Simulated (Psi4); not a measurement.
# [NO2]+ (SMILES O=[N+]=O): CCSD(T)/cc-pVDZ (sweep point 5)

Aim: the vertical electron affinity of [NO2]+ at CCSD(T)/cc-pVDZ (sweep point 5), from 2 runs. 

Program for the calculation: Psi4 1.11.

## Step 1: The molecule

The species is [NO2]+ (3 atoms), meant as a singlet with charge +1. SMILES: `O=[N+]=O`. Geometry: relaxed at GFN2-xTB.

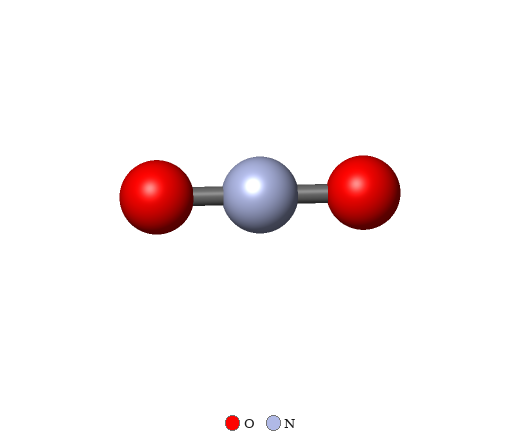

Viewed from a chosen angle; oxygen red, nitrogen light blue.

## Step 2: The energy at CCSD(T)/cc-pVDZ (sweep point 5)

Input file calc.inp:

```
memory 1600 MB

molecule system {
  1 1
  O     -0.563200     0.911190    -0.206000
  N     -0.000010    -0.000010     0.000000
  O      0.563210    -0.911180     0.206000
  symmetry c1
}

set {
  basis           cc-pVDZ
  reference       rhf
  puream          true
  scf_type        pk
  num_frozen_docc 3
}

e, wfn = energy("ccsd(t)", return_wfn=True)
print_variables()
```

Launch:

```bash
psi4 -i calc.inp -o calc.out -n 1
```

calc.out:

```text
[...]
  Running in c1 symmetry.
[...]
  Nuclear repulsion =   69.856929363039370
[...]
  Multiplicity = 1
[...]
  Nalpha       = 11
  Nbeta        = 11
[...]
    Number of basis functions: 42
[...]
   @RHF iter   1:  -203.55921674393517    5.21742e-01   1.50449e-02 DIIS/ADIIS
[...]
   @RHF iter  10:  -203.70563211813115   -7.07701e-12   7.02248e-09 DIIS
[...]
    Orbital Energies [Eh]
    ---------------------
    Doubly Occupied:
       1A    -21.113030     2A    -21.112966     3A    -16.319871
       4A     -2.149336     5A     -2.009414     6A     -1.266344
       7A     -1.220487     8A     -1.220487     9A     -1.186425
      10A     -0.929949    11A     -0.929949
[...]
  @RHF Final Energy:  -203.70563211813115
   => Energetics <=
    Nuclear Repulsion Energy =             69.8569293630393702
    One-Electron Energy =                -408.2086058308835277
    Two-Electron Energy =                 134.6460443497130370
    Total Energy =                       -203.7056321181311489
[...]
 Multipole Moments:
 ------------------------------------------------------------------------------------
     Multipole            Electronic (a.u.)      Nuclear  (a.u.)        Total (a.u.)
 ------------------------------------------------------------------------------------
 L = 1.  Multiply by 2.5417464519 to convert [e a0] to [Debye]
 Dipole X            :         -0.0000198            0.0000001           -0.0000197
 Dipole Y            :          0.0000009           -0.0000000            0.0000009
 Dipole Z            :         -0.0000278            0.0000000           -0.0000278
 Magnitude           :                                                    0.0000341
[...]
      * MP2 total energy                      = -204.262198165345978
[...]
      * CCSD total energy                     = -204.238612611935565
[...]
      * CCSD(T) total energy                  = -204.264693098835096
[...]
```

Wall time 2.1 s (1 thread of Intel Xeon 6975P-C (Granite Rapids), shared host); peak memory 0.22 GiB.

## Step 3: Doublet neutral NO2, same level

Input file job.in:

```
memory 1.6 GB

molecule {
  0 2
  O     -0.563200     0.911190    -0.206000
  N     -0.000010    -0.000010     0.000000
  O      0.563210    -0.911180     0.206000
  symmetry c1
}

set {
  basis           cc-pVDZ
  reference       uhf
  puream          true
  scf_type        pk
  num_frozen_docc 3
  maxiter         150
}

e_tot, wfn = energy("ccsd(t)", return_wfn=True)
print_variables()
```

Launch:

```bash
psi4 -n 1 job.in job.out
```

job.out:

```text
[...]
  Running in c1 symmetry.
[...]
  Nuclear repulsion =   69.856929363039370
[...]
  Multiplicity = 2
[...]
  Nalpha       = 12
  Nbeta        = 11
[...]
    Number of basis functions: 42
[...]
   @UHF iter   1:  -203.89330776994785    1.87651e-01   1.06689e-02 DIIS/ADIIS
[...]
   @UHF iter  13:  -203.96524006124159   -7.81597e-12   9.21662e-09 DIIS
[...]
   @S^2 Observed:                7.629638076E-01
[...]
    Orbital Energies [Eh]
    ---------------------
    Alpha Occupied:
       1A    -20.668928     2A    -20.668890     3A    -15.813732
       4A     -1.742478     5A     -1.590171     6A     -0.911118
       7A     -0.905700     8A     -0.816003     9A     -0.798840
      10A     -0.650626    11A     -0.539852    12A     -0.309232
    Alpha Virtual:
      13A      0.181875    14A      0.349430    15A      0.651916
      16A      0.827202    17A      0.866305    18A      0.962498
      19A      0.987915    20A      1.029054    21A      1.136482
      22A      1.158140    23A      1.277785    24A      1.315807
      25A      1.533020    26A      1.767375    27A      1.768043
[...]
  @UHF Final Energy:  -203.96524006124159
   => Energetics <=
    Nuclear Repulsion Energy =             69.8569293630393702
    One-Electron Energy =                -417.6340371401222455
    Two-Electron Energy =                 143.8118677158412595
    Total Energy =                       -203.9652400612415875
  UHF NO Occupations:
  HONO-2 :   10  A 1.9980869
  HONO-1 :   11  A 1.9977868
[...]
 Multipole Moments:
 ------------------------------------------------------------------------------------
     Multipole            Electronic (a.u.)      Nuclear  (a.u.)        Total (a.u.)
 ------------------------------------------------------------------------------------
 L = 1.  Multiply by 2.5417464519 to convert [e a0] to [Debye]
 Dipole X            :          0.0000092            0.0000001            0.0000093
 Dipole Y            :         -0.0000000           -0.0000000           -0.0000000
 Dipole Z            :         -0.0000260            0.0000000           -0.0000260
 Magnitude           :                                                    0.0000276
[...]
      * MP2 total energy                      = -204.462686718303559
[...]
      * CCSD total energy                     = -204.465957535848247
[...]
      * CCSD(T) total energy                     = -204.482695813915399
[...]
```

Wall time 3.9 s (1 thread of Intel Xeon 6975P-C (Granite Rapids), shared host); peak memory 0.22 GiB.

## Step 4: What came out

At CCSD(T)/cc-pVDZ (sweep point 5), 3 core orbitals frozen:

| quantity | value |
| --- | --- |
| singlet [NO2]+: total energy | -204.26469 Eh |
| singlet [NO2]+: HOMO energy (Hartree–Fock orbitals) | -25.31 eV |
| singlet [NO2]+: LUMO energy (Hartree–Fock orbitals) | -5.74 eV |
| singlet [NO2]+: HOMO–LUMO gap (Hartree–Fock orbitals) | 19.57 eV |
| singlet [NO2]+: correlation energy (3 core orbitals frozen) | -559.1 mEh |
| singlet [NO2]+: (T) correction | -26.08 mEh |
| singlet [NO2]+: T1 diagnostic | 0.019 |
| doublet neutral NO2: total energy | -204.48270 Eh |
| doublet neutral NO2: HOMO energy (Hartree–Fock orbitals) (highest over α and β) | -8.41 eV |
| doublet neutral NO2: LUMO energy (Hartree–Fock orbitals) (lowest over α and β) | 4.95 eV |
| doublet neutral NO2: correlation energy (3 core orbitals frozen) | -517.5 mEh |
| doublet neutral NO2: (T) correction | -16.74 mEh |
| doublet neutral NO2: ⟨S²⟩ of the reference determinant | 0.763 |
| doublet neutral NO2: T1 diagnostic | 0.024 |
| vertical electron affinity (to the doublet neutral) | 5.932 eV |

What this shows: At fixed nuclei the extra electron is bound by 5.93 eV (137 kcal/mol). The triples (singlet [NO2]+) make up 4.7 % of the correlation energy. The triples (doublet neutral NO2) make up 3.2 % of the correlation energy.
